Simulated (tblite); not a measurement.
C5H12AlFO: geometry relaxation

System: C5H12AlFO.
Method: GFN2-xTB geometry optimisation, gas phase (tblite 0.8.0).

It belongs to a series of runs on one base structure; here: S replaced by O.

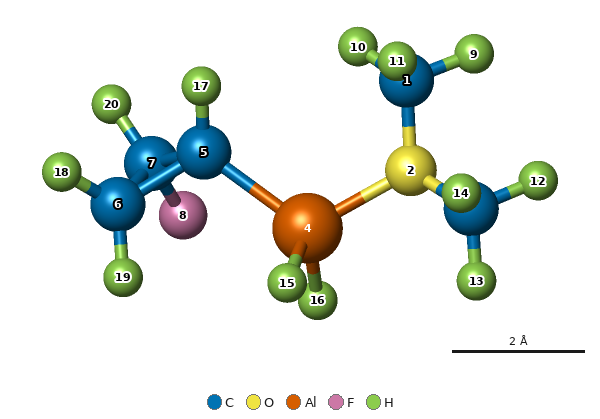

The starting structure (ball-and-stick view, seen at a tilt; atoms are numbered from 1 in the order of the input). Sticks mark near contacts. Bond lengths as drawn: Al–C 1.98 Å, Al–H 1.60 to 1.62 Å, Al–O 1.81 Å, C–C 1.50 to 1.53 Å, C–F 1.37 Å, C–H 1.08 to 1.13 Å and C–O 1.36 to 1.37 Å.

### Summary

| quantity | value |
| --- | --- |
| outcome | converged |
| total energy | −726.3130 eV |
| hardware | 1 CPU thread, shared host |
| wall time | 1.3 s |
| peak memory | 0.18 GiB |

### Input file
```
{"job": {"kind": "relax", "xc": "GFN2-xTB", "basis": "xTB"}, "charge": 0, "multiplicity": 1}
C     -1.748900    -0.976400     0.856000
O     -1.566900    -0.281700    -0.315600
C     -2.643300     0.449600    -0.693600
Al     0.048700     0.487800    -0.561800
C      1.447500    -0.056700     0.731900
C      2.738600     0.735100     0.548000
C      2.709400    -0.729500     0.241300
F      2.802300    -1.165500    -1.049900
H     -2.622200    -1.675800     0.686500
H     -0.907700    -1.552500     1.219100
H     -2.109400    -0.275900     1.668700
H     -3.508800    -0.264000    -0.841600
H     -2.531900     1.019300    -1.629200
H     -2.983000     1.174600     0.076100
H     -0.110500     2.092500    -0.447900
H      0.536000     0.207600    -2.056500
H      1.166300    -0.309500     1.750000
H      3.222800     1.062500     1.493400
H      2.801700     1.405400    -0.334700
H      3.254200    -1.336200     1.017900
```

The first line tells a small driver script what to run in tblite; the rest is the geometry in Å.

Launched with:
```bash
OMP_NUM_THREADS=1 python <driver script> task.json out
```

### Output
```
step      E/eV     max force
  0    -724.97905    3.177
  1    -725.40742    2.310
  2    -725.59643    1.271
  3    -725.71238    0.748
  4    -725.76692    0.709
  5    -725.79818    0.482
  6    -725.81744    0.338
  7    -725.83501    0.315
  8    -725.84720    0.237
  9    -725.85646    0.279
 10    -725.86543    0.272
 11    -725.87513    0.267
 12    -725.88640    0.286
 13    -725.89942    0.299
 14    -725.91080    0.253
 15    -725.91865    0.200
 16    -725.92512    0.217
 17    -725.93182    0.224
 18    -725.93892    0.198
 19    -725.94563    0.177
 20    -725.95187    0.229
 21    -725.95921    0.227
 22    -725.96822    0.228
 23    -725.97638    0.186
 24    -725.98160    0.169
 25    -725.98477    0.120
 26    -725.98722    0.130
 27    -725.98975    0.155
 28    -725.99259    0.144
 29    -725.99601    0.120
 30    -726.00049    0.156
 31    -726.00601    0.156
 32    -726.01196    0.204
 33    -726.01801    0.198
 34    -726.02398    0.162
 35    -726.02889    0.177
 36    -726.03301    0.161
 37    -726.03662    0.171
 38    -726.04071    0.147
 39    -726.04475    0.155
 40    -726.05015    0.136
 41    -726.05390    0.152
 42    -726.05666    0.122
 43    -726.05975    0.145
 44    -726.06355    0.179
 45    -726.06769    0.173
 46    -726.07195    0.196
 47    -726.07657    0.159
 48    -726.07980    0.160
 49    -726.08401    0.134
 50    -726.08739    0.111
 51    -726.09099    0.126
 52    -726.09528    0.162
 53    -726.10063    0.174
 54    -726.10569    0.150
 55    -726.10101    0.299
 56    -726.11317    0.149
 57    -726.11700    0.146
 58    -726.13304    0.170
 59    -726.13653    0.181
 60    -726.14223    0.165
 61    -726.15122    0.189
 62    -726.15929    0.232
 63    -726.17031    0.224
 64    -726.17685    0.296
 65    -726.18558    0.204
 66    -726.19196    0.159
 67    -726.20090    0.128
 68    -726.20498    0.136
 69    -726.20894    0.132
 70    -726.21162    0.126
 71    -726.21467    0.125
 72    -726.21712    0.112
 73    -726.21927    0.099
 74    -726.22134    0.104
 75    -726.22370    0.095
 76    -726.22661    0.143
 77    -726.23010    0.161
 78    -726.23341    0.125
 79    -726.23586    0.098
 80    -726.23765    0.100
 81    -726.23926    0.086
 82    -726.24091    0.094
 83    -726.24256    0.072
 84    -726.24397    0.072
 85    -726.24496    0.063
 86    -726.24568    0.068
 87    -726.24636    0.065
 88    -726.24730    0.064
 89    -726.24846    0.060
 90    -726.24967    0.069
 91    -726.25068    0.075
 92    -726.25185    0.080
 93    -726.25331    0.089
 94    -726.25505    0.084
 95    -726.25652    0.086
 96    -726.25785    0.084
 97    -726.25896    0.076
 98    -726.26035    0.076
 99    -726.26177    0.065
100    -726.26359    0.070
101    -726.26417    0.070
102    -726.26503    0.059
103    -726.26560    0.044
104    -726.26615    0.041
105    -726.26657    0.050
106    -726.26703    0.047
107    -726.26752    0.049
108    -726.26794    0.043
109    -726.26821    0.033
110    -726.26838    0.035
111    -726.26856    0.035
112    -726.26876    0.027
113    -726.26895    0.028
114    -726.26908    0.024
115    -726.26920    0.022
116    -726.26934    0.025
117    -726.26952    0.030
118    -726.26974    0.037
119    -726.27000    0.039
120    -726.27026    0.034
121    -726.27047    0.030
122    -726.27064    0.029
123    -726.27077    0.029
124    -726.27091    0.025
125    -726.27106    0.033
126    -726.27124    0.038
127    -726.27145    0.037
128    -726.27170    0.034
129    -726.27194    0.034
130    -726.27213    0.026
131    -726.27223    0.018
132    -726.27230    0.017
133    -726.27235    0.015
134    -726.27239    0.013
135    -726.27244    0.015
136    -726.27248    0.018
137    -726.27253    0.015
138    -726.27259    0.013
139    -726.27264    0.015
140    -726.27269    0.019
141    -726.27276    0.019
142    -726.27284    0.020
143    -726.27294    0.022
144    -726.27306    0.031
145    -726.27326    0.051
146    -726.27361    0.067
147    -726.27419    0.070
148    -726.27507    0.088
149    -726.27630    0.100
150    -726.27801    0.100
151    -726.28041    0.165
152    -726.28400    0.196
153    -726.28287    0.240
154    -726.29092    0.239
155    -726.29468    0.161
156    -726.29690    0.184
157    -726.29716    0.252
158    -726.30067    0.144
159    -726.30120    0.114
160    -726.30286    0.070
161    -726.30367    0.057
162    -726.30460    0.048
163    -726.30527    0.060
164    -726.30577    0.052
165    -726.30634    0.058
166    -726.30682    0.054
167    -726.30730    0.050
168    -726.30800    0.045
169    -726.30836    0.045
170    -726.30866    0.046
171    -726.30894    0.039
172    -726.30927    0.035
173    -726.30954    0.030
174    -726.30978    0.027
175    -726.30998    0.035
176    -726.31019    0.036
177    -726.31043    0.032
178    -726.31064    0.032
179    -726.31081    0.027
180    -726.31093    0.022
181    -726.31102    0.021
182    -726.31111    0.018
183    -726.31124    0.024
184    -726.31141    0.027
185    -726.31161    0.028
186    -726.31181    0.026
187    -726.31201    0.027
188    -726.31219    0.025
189    -726.31236    0.025
190    -726.31251    0.025
191    -726.31263    0.023
192    -726.31273    0.023
193    -726.31281    0.021
194    -726.31287    0.014
195    -726.31291    0.010
196    -726.31294    0.011
197    -726.31295    0.010
```

### Trajectory as extended XYZ (Å, eV, eV/Å), 5 of the 198 frames kept, from step=0 to step=197
```
20
Properties=species:S:1:pos:R:3:forces:R:3 step=0 energy=-724.97905
C    -1.7489   -0.9764    0.8560   -2.6680  -0.5860   1.6230
O    -1.5669   -0.2817   -0.3156    1.9980   0.1280  -0.3560
C    -2.6433    0.4496   -0.6936   -3.0860   0.4150  -0.4340
Al    0.0487    0.4878   -0.5618    2.2900   1.3150  -1.4690
C     1.4475   -0.0567    0.7319   -0.2410  -0.4330  -0.5500
C     2.7386    0.7351    0.5480   -0.2430   0.1760  -0.0410
C     2.7094   -0.7295    0.2413    0.1390   0.3740   1.7310
F     2.8023   -1.1655   -1.0499    0.1190   0.0100   0.5260
H    -2.6222   -1.6758    0.6865    0.6520   0.1740   0.2500
H    -0.9077   -1.5525    1.2191    0.4020   0.1570  -0.3660
H    -2.1094   -0.2759    1.6687    0.5100  -0.5430  -0.4590
H    -3.5088   -0.2640   -0.8416    0.4040   0.5300  -0.0640
H    -2.5319    1.0193   -1.6292    0.5800  -0.3820   0.2940
H    -2.9830    1.1746    0.0761    0.3150  -0.1980  -0.1440
H    -0.1105    2.0925   -0.4479   -0.4930  -0.3430   0.2130
H     0.5360    0.2076   -2.0565   -0.6470  -0.2390   0.2120
H     1.1663   -0.3095    1.7500    0.5180  -0.0120   0.5110
H     3.2228    1.0625    1.4934   -0.0720  -0.1300  -1.0820
H     2.8017    1.4054   -0.3347   -0.1290  -0.4060   0.9320
H     3.2542   -1.3362    1.0179   -0.3500  -0.0080  -1.3260
20
Properties=species:S:1:pos:R:3:forces:R:3 step=49 energy=-726.08401
C    -1.8981   -0.9788    1.0110   -0.0690  -0.0170   0.0910
O    -1.4451   -0.0240    0.0808    0.0100  -0.0390  -0.0360
C    -2.4723    0.5594   -0.6770   -0.1060   0.0510  -0.0220
Al    0.2650    0.3331   -0.6971   -0.0130   0.0270   0.0770
C     1.4280   -0.1107    0.9154    0.0050  -0.0430  -0.0180
C     2.6204    0.8002    0.6461    0.0240   0.0210   0.0290
C     2.6328   -0.6002    0.1847   -0.0930  -0.0340   0.0160
F     2.3713   -0.7481   -1.1755    0.0990   0.0590  -0.0690
H    -2.4319   -1.7955    0.5089    0.0830   0.0810   0.0360
H    -1.0122   -1.3685    1.5113   -0.0510  -0.0040  -0.0210
H    -2.5670   -0.5098    1.7430    0.0510  -0.0350  -0.0210
H    -2.9965   -0.1903   -1.2818    0.0660   0.0990   0.0560
H    -1.9803    1.2853   -1.3249   -0.0660  -0.0620  -0.0250
H    -3.1867    1.0703   -0.0221    0.0230  -0.0030  -0.0600
H     0.1925    1.9019   -0.8702    0.0300  -0.0410  -0.0040
H    -0.0434   -0.4698   -2.0004   -0.0020  -0.0860  -0.0230
H     1.3836   -0.4219    1.9588   -0.0290  -0.0810  -0.0290
H     3.2710    1.0754    1.4609    0.0890   0.0310   0.0500
H     2.5250    1.5593   -0.1214   -0.0310   0.0120  -0.0280
H     3.3388   -1.3564    0.5077   -0.0190   0.0630   0.0020
20
Properties=species:S:1:pos:R:3:forces:R:3 step=98 energy=-726.26035
C    -1.8974   -0.8105    1.0217   -0.0150  -0.0080   0.0090
O    -1.4654    0.0448   -0.0114    0.0380  -0.0420   0.0060
C    -2.5140    0.6525   -0.7249    0.0500  -0.0080   0.0250
Al    0.3192   -0.0170   -0.7112   -0.0250   0.0240  -0.0060
C     1.4892   -0.3417    0.9220    0.0140  -0.0020  -0.0020
C     2.4944    0.7998    0.8973   -0.0310  -0.0200   0.0220
C     2.6870   -0.3765    0.0294    0.0280   0.0210   0.0250
F     2.3525   -0.1331   -1.3123   -0.0460  -0.0420   0.0040
H    -2.4973   -1.6329    0.6256   -0.0310  -0.0070  -0.0330
H    -0.9941   -1.2118    1.4781   -0.0090  -0.0010   0.0300
H    -2.4840   -0.2567    1.7603    0.0160   0.0150   0.0220
H    -3.1629   -0.0941   -1.1890    0.0050  -0.0260   0.0130
H    -2.0416    1.2502   -1.4989    0.0300   0.0370  -0.0510
H    -3.1044    1.2954   -0.0678   -0.0340   0.0200   0.0240
H     0.2759    1.4792   -1.2098    0.0020  -0.0350  -0.0310
H     0.0497   -1.2582   -1.6433    0.0040   0.0280   0.0050
H     1.5912   -0.9799    1.8014   -0.0240   0.0290  -0.0660
H     3.1689    0.9484    1.7305   -0.0260   0.0020  -0.0400
H     2.2033    1.7073    0.3801    0.0000   0.0170   0.0520
H     3.5247   -1.0548    0.0802    0.0560  -0.0040  -0.0100
20
Properties=species:S:1:pos:R:3:forces:R:3 step=148 energy=-726.27507
C    -1.9062   -0.7658    1.1098    0.0110   0.0280  -0.0430
O    -1.4190   -0.0396    0.0012    0.0010   0.0120   0.0200
C    -2.4282    0.5942   -0.7488    0.0410  -0.0390   0.0530
Al    0.3249   -0.0192   -0.7723   -0.0270  -0.0150  -0.0160
C     1.4810   -0.4509    0.8540   -0.0390   0.0030  -0.0330
C     2.3841    0.7697    0.9280    0.0260  -0.0080  -0.0080
C     2.6987   -0.3368    0.0041    0.0040   0.0090  -0.0300
F     2.3664   -0.0679   -1.3359    0.0080   0.0150   0.0090
H    -2.5850   -1.5605    0.7832    0.0400   0.0360   0.0270
H    -1.0357   -1.1988    1.6007   -0.0270  -0.0090  -0.0390
H    -2.4279   -0.1011    1.8049   -0.0170   0.0030  -0.0130
H    -3.1204   -0.1404   -1.1674   -0.0350   0.0220   0.0270
H    -1.9279    1.1215   -1.5599    0.0190  -0.0470   0.0430
H    -2.9659    1.3094   -0.1198   -0.0620  -0.0110  -0.0620
H     0.2687    1.5120   -1.1717    0.0340  -0.0320   0.0170
H     0.0356   -1.1501   -1.8243    0.0090   0.0310   0.0020
H     1.5943   -1.1415    1.6880    0.0070   0.0400   0.0220
H     3.0319    0.9310    1.7778    0.0050  -0.0320   0.0370
H     2.0297    1.6830    0.4617   -0.0100  -0.0050   0.0030
H     3.5958   -0.9373    0.0450    0.0140   0.0000  -0.0150
20
Properties=species:S:1:pos:R:3:forces:R:3 step=197 energy=-726.31295
C    -1.9095   -0.5486    1.2498    0.0030   0.0010  -0.0030
O    -1.4156   -0.0808    0.0154    0.0070  -0.0070   0.0010
C    -2.4152    0.3410   -0.8770   -0.0010   0.0020   0.0000
Al    0.3053    0.1362   -0.7615   -0.0050   0.0020   0.0000
C     1.4832   -0.5561    0.7488    0.0010   0.0010   0.0000
C     2.4095    0.6134    1.0406   -0.0050   0.0010   0.0060
C     2.6885   -0.2927   -0.0898    0.0010  -0.0020   0.0040
F     2.3354    0.2387   -1.3418    0.0020   0.0010  -0.0050
H    -2.5537   -1.4204    1.1026   -0.0010   0.0000   0.0000
H    -1.0405   -0.8266    1.8428   -0.0010   0.0000   0.0020
H    -2.4728    0.2366    1.7626    0.0030  -0.0010   0.0000
H    -3.0859   -0.4840   -1.1305    0.0010   0.0020  -0.0050
H    -1.8938    0.6773   -1.7715   -0.0030  -0.0040   0.0010
H    -2.9917    1.1682   -0.4551   -0.0020   0.0040   0.0000
H     0.2065    1.7057   -0.9033   -0.0010   0.0040  -0.0010
H     0.0290   -0.8000   -1.9942   -0.0010   0.0000   0.0050
H     1.6040   -1.3908    1.4371    0.0000   0.0000   0.0010
H     3.0706    0.5847    1.8962    0.0010  -0.0020  -0.0020
H     2.0635    1.6065    0.7758   -0.0010  -0.0020  -0.0020
H     3.5781   -0.8977   -0.1888    0.0030  -0.0010  -0.0030
```

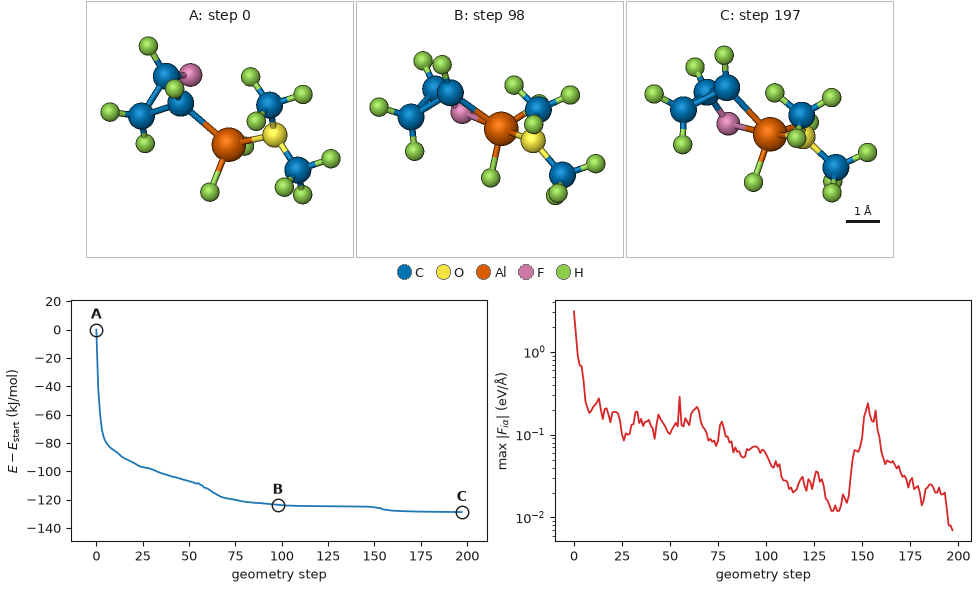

Frames of the relaxation (ball-and-stick view, seen at a tilt) above the curves, on which the letters mark them (steps are counted from 0).

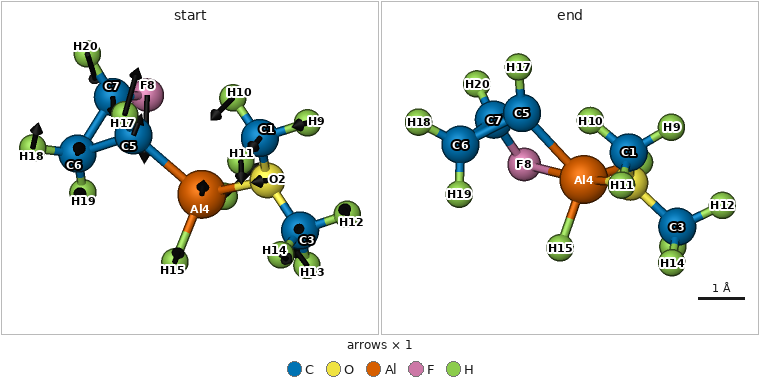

Before (left) and after (right) the relaxation, at one scale (ball-and-stick view, seen at a tilt). The black arrows give the displacements, at true length. Over 197 geometry steps the energy falls by 128.7 kJ/mol. The largest force component goes from 3.1 to 0.007 eV/Å. F8 moves most after the best rigid fit: 1.52 Å. Largest moves by element: F 1.52 Å, H 1.35 Å, C 0.61 Å, Al 0.47 Å, O 0.43 Å. Among the contacts that change: Al4–F8 3.249 → 2.114 Å, O2–Al4 1.806 → 1.901 Å, Al4–C5 1.982 → 2.037 Å, O2–C3 1.355 → 1.405 Å. Among the angles that change: Al4–C5–C7 120.0° → 89.4°, Al4–C5–H17 119.6° → 142.5°, C1–O2–Al4 116.7° → 135.5°. (Atoms are counted from 1 in the order of the input.)
